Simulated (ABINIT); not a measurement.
**A GW chain in ABINIT: SiC (Moissanite)**

Aim: the G0W0 gap of SiC (Moissanite) on LDA, step by step.

Program: ABINIT 10.8.3. Level of theory: LDA and many-body steps on it, plane waves. Results are calculated unless marked as measured.

**Experimental background.**

- Gap 3.33 eV: band gap at cryogenic temperature; bulk crystal (literature value) (quoted in “Silicon carbide diodes for neutron detection”, 2020, arxiv:2009.14696).

Report form: the programs' logs are mostly left out.

**1. The structure**

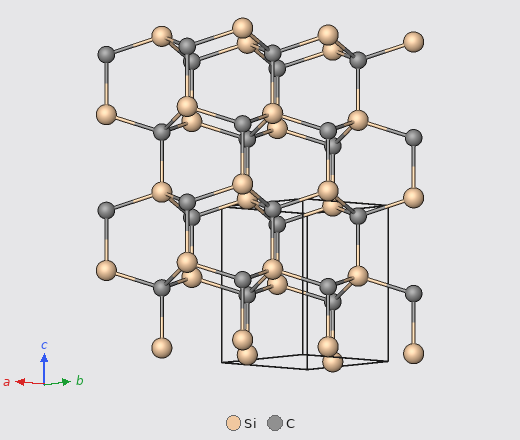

The starting structure, seen from a free direction (silicon light orange, carbon grey). 3×2×2 cells are drawn. Some periodic images of atoms are drawn too.

The cell and positions come from the Crystallography Open Database and are kept as given unless a step says otherwise.

**2. Ground state**

This step: ABINIT 10.8.3; DFT, LDA, plane waves, norm-conserving pseudopotentials.

The ground-state density comes first.

run.abi

```
acell 3*1.0 Angstrom
rprim 
  3.075999999976 0.000000000005 0.000000000000
  -1.537999999993 2.663894142018 0.000000000000
  0.000000000000 0.000000000000 5.048000000000
ntypat 2
znucl 14 6
natom 4
typat 1 1 2 2
xred 
  0.333333333333 0.666666666667 0.000000000000
  0.666666666667 0.333333333333 0.500000000000
  0.333333333333 0.666666666667 0.385000000000
  0.666666666667 0.333333333333 0.885000000000
pp_dirpath "pseudos"
pseudos "Si.upf, C.upf"
ecut 37
ngkpt 6 6 4
nshiftk 1
shiftk 0 0 0
kptopt 1
chksymbreak 0
nband 14
occopt 1
tolvrs 1e-10
nstep 60
prtwf 0
optforces 0
optstress 0
indata_prefix "in"
outdata_prefix "out"
tmpdata_prefix "tmp"
```

Command:

```console
OMP_NUM_THREADS=1 mpirun -n 4 abinit run.abi > log
```

It took 7 s on 4 MPI ranks of Intel Xeon Platinum 8559C (Emerald Rapids), shared host; peak memory 0.31 GiB; 27 s of CPU time.

Numbers from this step:

```
total energy               : -561.3949 eV
gap                        : 2.222 eV
k of the valence top       : 0, 0, 0
k of the conduction bottom : 0.3333, 0.3333, 0
least direct gap           : 3.994 eV
```

The gap is indirect, with the least direct gap 1.77 eV higher.

**3. Bands along the symmetry lines**

Levels along a band path, at the cheap level, show where the edges lie and whether the meshes to come will hold them.

run.abi

```
acell 3*1.0 Angstrom
rprim 
  3.075999999976 0.000000000005 0.000000000000
  -1.537999999993 2.663894142018 0.000000000000
  0.000000000000 0.000000000000 5.048000000000
ntypat 2
znucl 14 6
natom 4
typat 1 1 2 2
xred 
  0.333333333333 0.666666666667 0.000000000000
  0.666666666667 0.333333333333 0.500000000000
  0.333333333333 0.666666666667 0.385000000000
  0.666666666667 0.333333333333 0.885000000000
pp_dirpath "pseudos"
pseudos "Si.upf, C.upf"
ecut 37
iscf -2
irdden 1
kptopt 0
nkpt 75
kpt 
  0.00000000 0.00000000 0.00000000
  0.06250000 0.00000000 0.00000000
  0.12500000 0.00000000 0.00000000
  0.18750000 0.00000000 0.00000000
  0.25000000 0.00000000 0.00000000
  0.31250000 0.00000000 0.00000000
  0.37500000 0.00000000 0.00000000
  0.43750000 0.00000000 0.00000000
  0.50000000 0.00000000 0.00000000
  0.47916667 0.04166667 0.00000000
  0.45833333 0.08333333 0.00000000
  0.43750000 0.12500000 0.00000000
  0.41666666 0.16666666 0.00000000
  0.39583333 0.20833333 0.00000000
  0.37500000 0.25000000 0.00000000
  0.35416666 0.29166666 0.00000000
  0.33333333 0.33333333 0.00000000
  0.29166666 0.29166666 0.00000000
  0.25000000 0.25000000 0.00000000
  0.20833333 0.20833333 0.00000000
  0.16666666 0.16666666 0.00000000
  0.12500000 0.12500000 0.00000000
  0.08333333 0.08333333 0.00000000
  0.04166667 0.04166667 0.00000000
  0.00000000 0.00000000 0.00000000
  0.00000000 0.00000000 0.06250000
  0.00000000 0.00000000 0.12500000
  0.00000000 0.00000000 0.18750000
  0.00000000 0.00000000 0.25000000
  0.00000000 0.00000000 0.31250000
  0.00000000 0.00000000 0.37500000
  0.00000000 0.00000000 0.43750000
  0.00000000 0.00000000 0.50000000
  0.06250000 0.00000000 0.50000000
  0.12500000 0.00000000 0.50000000
  0.18750000 0.00000000 0.50000000
  0.25000000 0.00000000 0.50000000
  0.31250000 0.00000000 0.50000000
  0.37500000 0.00000000 0.50000000
  0.43750000 0.00000000 0.50000000
  0.50000000 0.00000000 0.50000000
  0.47916667 0.04166667 0.50000000
  0.45833333 0.08333333 0.50000000
  0.43750000 0.12500000 0.50000000
  0.41666666 0.16666666 0.50000000
  0.39583333 0.20833333 0.50000000
  0.37500000 0.25000000 0.50000000
  0.35416666 0.29166666 0.50000000
  0.33333333 0.33333333 0.50000000
  0.29166666 0.29166666 0.50000000
  0.25000000 0.25000000 0.50000000
  0.20833333 0.20833333 0.50000000
  0.16666666 0.16666666 0.50000000
  0.12500000 0.12500000 0.50000000
  0.08333333 0.08333333 0.50000000
  0.04166667 0.04166667 0.50000000
  0.00000000 0.00000000 0.50000000
  0.50000000 0.00000000 0.50000000
  0.50000000 0.00000000 0.43750000
  0.50000000 0.00000000 0.37500000
  0.50000000 0.00000000 0.31250000
  0.50000000 0.00000000 0.25000000
  0.50000000 0.00000000 0.18750000
  0.50000000 0.00000000 0.12500000
  0.50000000 0.00000000 0.06250000
  0.50000000 -0.00000000 0.00000000
  0.33333333 0.33333333 0.50000000
  0.33333333 0.33333333 0.43750000
  0.33333333 0.33333333 0.37500000
  0.33333333 0.33333333 0.31250000
  0.33333333 0.33333333 0.25000000
  0.33333333 0.33333333 0.18750000
  0.33333333 0.33333333 0.12500000
  0.33333333 0.33333333 0.06250000
  0.33333333 0.33333333 0.00000000
istwfk *1
nband 15
nbdbuf 2
tolwfr 1e-08
nstep 40
prtwf 0
prtvol 0
indata_prefix "in"
outdata_prefix "out"
tmpdata_prefix "tmp"
```

Wall time 11 s (4 MPI ranks); peak memory 0.32 GiB; 44 s of CPU time.

Numbers from this step:

```yaml
gap: 2.222 eV
k_of_the_valence_top: 0, 0, 0
k_of_the_conduction_bottom: 0.3333, 0.3333, 0
least_direct_gap: 3.994 eV
```

The gap is 2.222 eV, as in the run before at this level.

The electronic bands at the labelled points (eV, zero at the top of the highest filled band; v1 is the highest filled band, c1 the lowest empty one):

```csv
point,v4,v3,v2,v1,c1,c2,c3,c4
Γ,-1.56,-0.27,-0.27,0.00,4.58,6.03,6.41,6.41
M,-5.45,-3.55,-3.29,-1.49,2.50,4.13,6.68,7.14
K,-6.49,-4.13,-4.05,-4.05,2.22,7.86,8.55,8.55
Γ,-1.56,-0.27,-0.27,0.00,4.58,6.03,6.41,6.41
A,-0.96,-0.96,-0.96,-0.96,5.65,5.65,7.08,7.08
L,-2.69,-2.69,-2.34,-2.34,3.11,3.11,4.90,4.90
H,-5.89,-5.89,-1.76,-1.76,4.77,4.77,5.87,5.87
A,-0.96,-0.96,-0.96,-0.96,5.65,5.65,7.08,7.08
jump to L,-2.69,-2.69,-2.34,-2.34,3.11,3.11,4.90,4.90
M,-5.45,-3.55,-3.29,-1.49,2.50,4.13,6.68,7.14
jump to H,-5.89,-5.89,-1.76,-1.76,4.77,4.77,5.87,5.87
K,-6.49,-4.13,-4.05,-4.05,2.22,7.86,8.55,8.55
```

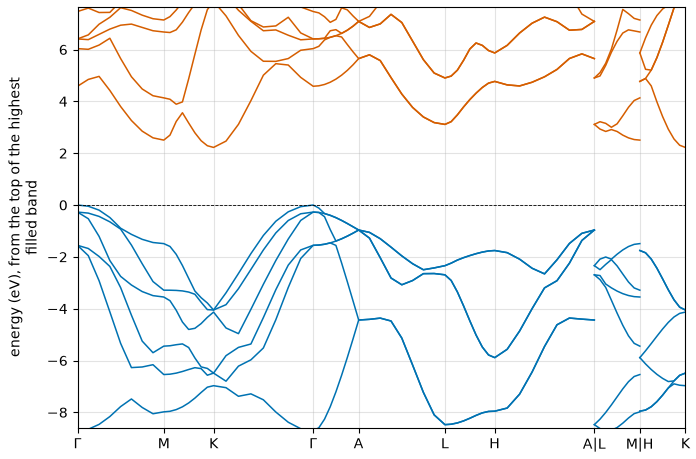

Electronic bands along the path; lines of filled and empty bands in two colours.

**4. Empty states on the mesh, 3×3×2 mesh, 43 bands**

The sums over transitions need many empty states on a uniform mesh; this step solves for them.

run.abi

```
acell 3*1.0 Angstrom
rprim 
  3.075999999976 0.000000000005 0.000000000000
  -1.537999999993 2.663894142018 0.000000000000
  0.000000000000 0.000000000000 5.048000000000
ntypat 2
znucl 14 6
natom 4
typat 1 1 2 2
xred 
  0.333333333333 0.666666666667 0.000000000000
  0.666666666667 0.333333333333 0.500000000000
  0.333333333333 0.666666666667 0.385000000000
  0.666666666667 0.333333333333 0.885000000000
pp_dirpath "pseudos"
pseudos "Si.upf, C.upf"
ecut 37
ngkpt 3 3 2
nshiftk 1
shiftk 0 0 0
kptopt 1
chksymbreak 0
iscf -2
irdden 1
istwfk *1
nband 43
nbdbuf 4
tolwfr 1e-09
nstep 60
prtvol 0
indata_prefix "in"
outdata_prefix "out"
tmpdata_prefix "tmp"
```

The job ended after 5.2 s (4 MPI ranks; peak memory 0.28 GiB; 20 s of CPU time).

This step gave:

| Item | Value |
| --- | --- |
| gap | 2.222 eV |
| k of the valence top | 0, 0, 0 |
| k of the conduction bottom | 0.3333, 0.3333, 0 |
| least direct gap | 4.311 eV |
| k points computed | 6 |
| lowest point of the top converged band, above the valence top | 34.39 eV |

On this mesh the gap is 2.222 eV.

**5. Screening, 3×3×2 mesh, 39 bands, screening to 108.8 eV**

The RPA dielectric matrix is built and inverted for each q.

This step: RPA screening on LDA, plane waves, norm-conserving pseudopotentials.

run.abi, as its differences from that of step 4:

```diff
@@ -22,10 +22,11 @@
 chksymbreak 0
-iscf -2
-irdden 1
 istwfk *1
-nband 43
-nbdbuf 4
-tolwfr 1e-09
-nstep 60
-prtvol 0
+occopt 1
+irdwfk 1
+optdriver 3
+nband 39
+ecuteps 4
+inclvkb 2
+awtr 1
+symchi 1
 indata_prefix "in"
```

Wall time 2.9 s (4 MPI ranks); peak memory 0.11 GiB.

This step gave:

```yaml
eps_infinity_with_local_fields_on_this_mesh_along_the_program_s_q_direction: 8.789
the_same_without_local_fields: 9.616
plasma_frequency: 23.09 eV
plane_waves_in_the_screening_matrix: 111
```

Local fields lower ε∞ by 9 %. On a Γ-centred mesh this coarse the value itself is usually too large, while a short band sum pulls it down.

**6. Self-energy, 3×3×2 mesh, 39 bands, screening to 108.8 eV**

The self-energy is evaluated for the states that the input lists, and the levels follow from it, in one-shot runs by the linearised quasiparticle equation.

This step: G0W0 on LDA, plane waves, norm-conserving pseudopotentials.

run.abi, as its differences from that of step 5:

```diff
@@ -25,8 +25,19 @@
 irdwfk 1
-optdriver 3
+optdriver 4
 nband 39
+gwcalctyp 0
+ecutsigx 37
+symsigma 1
+nkptgw 3
+kptgw 
+  0.0000000000 0.0000000000 0.0000000000
+  0.3333333333 0.3333333333 0.0000000000
+  0.3333333333 0.0000000000 0.0000000000
+bdgw 
+  6 10
+  7 10
+  7 10
 ecuteps 4
-inclvkb 2
-awtr 1
-symchi 1
+irdscr 1
+ppmodel 1
 indata_prefix "in"
```

Elapsed: 2.9 s, on 4 MPI ranks; peak memory 0.1 GiB.

This step gave:

| Property | Result |
| --- | --- |
| G0W0 gap on the points computed | 2.785 eV |
| starting gap on the mesh | 2.222 eV |
| k of the valence top | 0, 0, 0 |
| k of the conduction bottom | 0.3333, 0.3333, 0 |
| Z at the valence top | 0.802 |
| Z at the conduction bottom | 0.831 |
| least direct G0W0 gap on the computed points | 5.240 eV |

The gap on the mesh goes from 2.22 eV to 2.79 eV, a correction of +0.56 eV.

Limits: finite bands, cutoff and mesh; coarse k mesh. v1 is the top filled band, c1 the lowest empty one. Levels before and after the correction, in eV, zero at the valence-band top of each column:

```csv
,conduction bottom,valence top
Kohn-Sham,2.22,0.00
G0W0,2.79,0.00
```

```csv
,level,energy (eV)
Kohn-Sham,Γ v3-v2,-0.273
Kohn-Sham,Γ v1,0.000
Kohn-Sham,Γ c1,4.582
Kohn-Sham,Γ c2,6.034
Kohn-Sham,(0.333 0.333 0) v2-v1,-4.051
Kohn-Sham,(0.333 0.333 0) c1,2.222
Kohn-Sham,(0.333 0.333 0) c2,7.861
G0W0,Γ v3-v2,-0.382
G0W0,Γ v1,0.000
G0W0,Γ c1,5.344
G0W0,Γ c2,6.731
G0W0,(0.333 0.333 0) v2-v1,-4.525
G0W0,(0.333 0.333 0) c1,2.785
G0W0,(0.333 0.333 0) c2,8.942
```

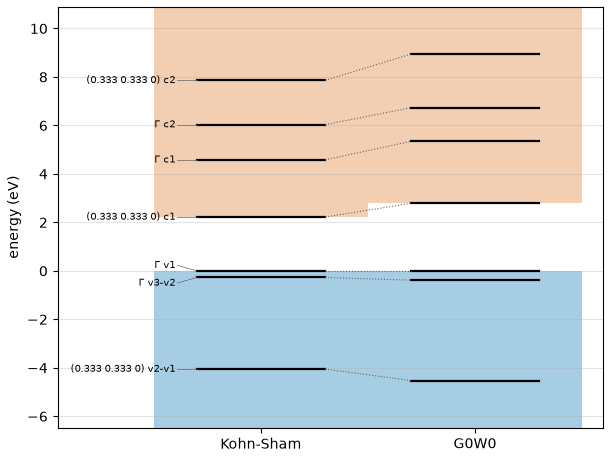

Levels before and after the correction. Shaded: valence and conduction bands.

**7. Where the time went**

Times are wall times on 4 MPI ranks of Intel Xeon Platinum 8559C (Emerald Rapids), shared host, good to a factor of about two.

```csv
step,time,share,memory (GiB)
ground state,7 s,24 %,0.31
bands along the symmetry lines,11 s,38 %,0.32
empty states on the mesh,5.2 s,18 %,0.28
screening,2.9 s,10 %,0.11
self-energy,2.9 s,10 %,0.1
```

**8. What came out**

| Property | Result |
| --- | --- |
| LDA gap | 2.22 eV, indirect |
| G0W0 gap on the mesh | 2.79 eV |
| GW settings | 3×3×2 mesh, 39 bands, screening to 108.8 eV, Godby-Needs plasmon pole |
| known limits | not at the basis limit; coarse k mesh |

In words: G0W0 moves the gap on the mesh from 2.22 eV to 2.79 eV (+0.56 eV), with Z of 0.80 and 0.83 at the edges. Local fields lower the RPA ε∞ on this mesh from 9.62 to 8.79; a Γ-centred mesh this coarse tends to raise both, most where the direct gap is narrow, while a short band sum lowers them. Only 3 of the mesh's irreducible points were corrected, so a valley elsewhere could overtake. The dearest step here is «bands along the symmetry lines». Against experiment, by G0W0@LDA: the gap of 2.79 eV lies −0.54 eV from the measured 3.33 eV (kind not stated, quoted 2020). The calculation has static nuclei and no excitons; a measured gap holds zero-point and thermal motion, which mostly lowers it. Bands and cutoff are finite, so the gap is not at the basis limit. The miss can reach some tenths of an eV and take either sign; the mesh is an error of its own. In the G0W0 run levels were corrected at 3 k points alone, so a gap called «on the mesh» is the least over those, and an edge elsewhere would be missed. The 3×3×2 mesh is coarse for this cell, which bears on the long-range parts of exchange and screening.

[Paths, hosts, dates, memory and timing lines, banners, echoed tables and standing remarks are left out of the program output.]

[Logs are printed without paths, hosts, clocks, repeated set-up lines and the standing remarks that a program may print on its own settings, such as how far it seeks lower states.]

[Runs of the session that timed out or met a known fault of the program may be left out.]

[No measured gap is set beside runs whose start may be inverted or whose files or cutoffs have a known fault.]

[Hosts, paths, dates, database ids (printed as entryN), source tags and the programs' standing remarks are cut or masked in the printed files.]

[G0W0 gaps are taken among the corrected bands and points alone; a level outside them can change the order at an edge.]

[Where Ansatz stands beside ABINIT at settings called matched, ABINIT's density can come from a denser mesh and the files from another edition; pairs whose starting gaps differed by over 0.03 eV were left out, so agreement reads better than it is.]
